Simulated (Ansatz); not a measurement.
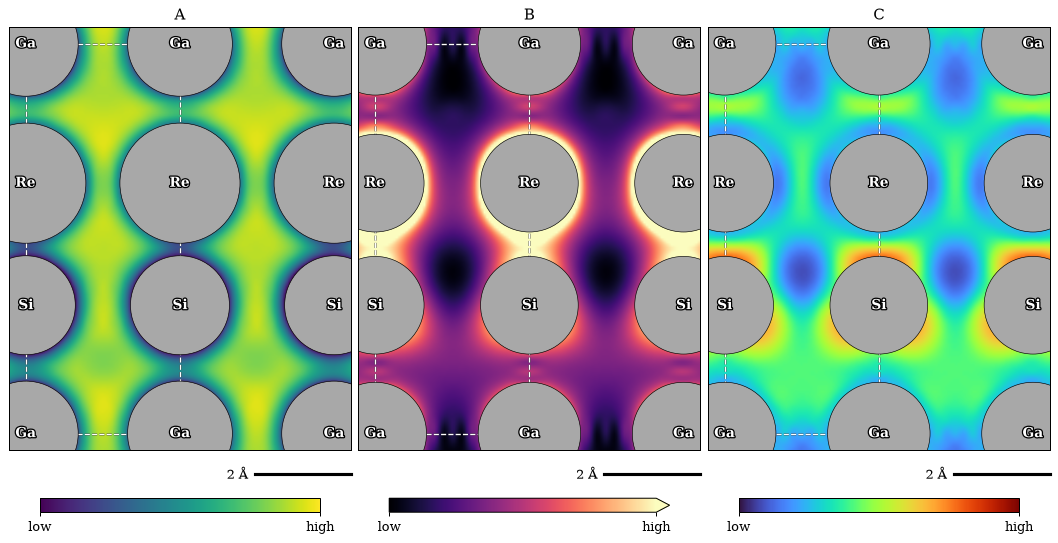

GaReSi: 3 fields on the (100) plane of the conventional cell, with unlabelled colour scales. Grey discs cover the atomic cores.

Space group P4/nmm; computed without spin polarisation.

All numbers below come from DFT PBE, scalar-relativistic, plane waves, PAW (Ansatz).

```yaml
crystal:
  lattice:
    - [3.21031, 0.00000, 0.00000]
    - [0.00000, 3.21031, 0.00000]
    - [0.00000, 0.00000, 8.11543]
  atoms:
    - { symbol: Ga, position: [0.50000, 0.00000, 0.91366] }
    - { symbol: Ga, position: [0.00000, 0.50000, 0.08634] }
    - { symbol: Si, position: [0.00000, 0.50000, 0.41552] }
    - { symbol: Si, position: [0.50000, 0.00000, 0.58448] }
    - { symbol: Re, position: [0.00000, 0.50000, 0.72877] }
    - { symbol: Re, position: [0.50000, 0.00000, 0.27123] }
```

The panels show electron localisation function, electrostatic potential energy of an electron and valence pseudo-density in some order. Assign them.

Panel A: electrostatic potential energy of an electron (low next to the atoms, rising into the space between them). Panel B: valence pseudo-density. Panel C: electron localisation function. From the grid: Re–Si (2.54 Å): ρ is about 0.5 e/Å³ halfway; the ELF peaks at about 0.80 in the valence shell of Si, 0.9 Å from its nucleus, and is about 0.50 at the midpoint. Ga–Si (2.67 Å): ρ at the midpoint is about 0.29 e/Å³, with its minimum of 0.26 e/Å³ about 1.5 Å from Ga; the ELF is about 0.35 at the midpoint and 0.20 at its lowest between the atoms; no shared electron pair shows on this line.
